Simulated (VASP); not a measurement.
Band structure of BAs (zinc blende). These are MS2 meta-GGA, VASP's PBE PAW potentials (set 64) (plane waves; VASP) values and carry that method's errors.

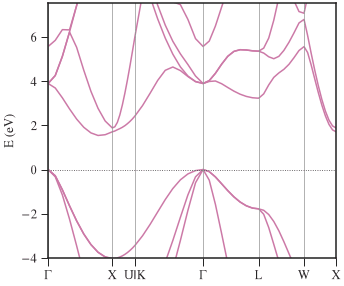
Fig. 1. Bands along high-symmetry lines, zero at the valence-band maximum or, without a gap, the Fermi level

### Question
Read the plot: is there a gap, and where are the band edges?

### Answer
The gap is indirect, 1.54 eV, from the valence maximum at Γ to the conduction minimum at Γ-X at 0.78.

Measured: gap 1.82 eV (computed value off by -0.28 eV), as given by Wikipedia, List of semiconductor materials.

The compound is BAs in the zinc blende structure. It was relaxed first.
